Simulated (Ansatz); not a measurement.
A ladder of methods for C3H4AlF (SMILES C#[C][Al]([CH3])[F])

C3H4AlF has 9 atoms, charge 0, and is taken as a singlet. As SMILES, `C#[C][Al]([CH3])[F]`. The shape was relaxed beforehand at B3LYP/def2-SVP.

| atom | x (Å) | y (Å) | z (Å) |
| --- | --- | --- | --- |
| C | 0.2181 | 2.7938 | 0.3448 |
| C | 0.3037 | 1.6409 | -0.0505 |
| Al | 0.4042 | -0.1761 | -0.6226 |
| C | -0.4411 | -1.6737 | 0.2757 |
| F | 1.2940 | -0.4647 | -2.0060 |
| H | 0.1460 | 3.8106 | 0.6885 |
| H | -1.1656 | -2.1719 | -0.3915 |
| H | 0.3050 | -2.4373 | 0.5555 |
| H | -0.9756 | -1.3678 | 1.1891 |

Quantity: the dissociation energy of the Al3–C2 bond into doublet CH3AlF and doublet C2H (shapes relaxed at B3LYP/def2-SVP, no zero-point term), in eV. The values are calculated.

```
           level                   kind  program  value (eV)
     HF/def2-SVP           Hartree–Fock   Ansatz        4.40
    PBE/def2-SVP                    GGA   Ansatz        5.52
  B3LYP/def2-SVP          global hybrid   Ansatz        5.55
    MP2/def2-SVP    perturbation theory   Ansatz        6.14
CCSD(T)/def2-SVP  coupled cluster or CI   Ansatz        5.44
```

The values span 4.40 to 6.14 eV. Spin contamination of the reference (⟨S²⟩ at least 0.1 too high) touches HF/def2-SVP, MP2/def2-SVP, CCSD(T)/def2-SVP. Hartree–Fock misses the correlation of the electron pair that is broken and comes out low. Measured bond enthalpies also hold zero-point and thermal terms, a few tenths of an eV less. The coupled-cluster rows rest on a doubtful reference here (large T1 or Brueckner and Hartree–Fock orbitals at odds), and rows may lie in different states.

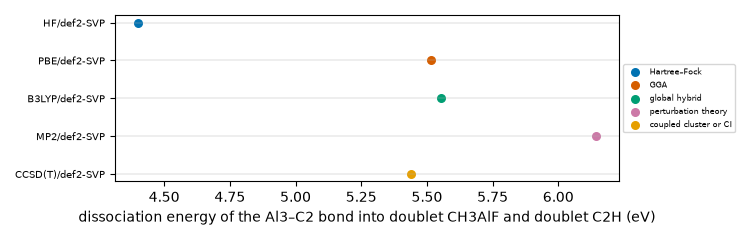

The values of the table, level by level.
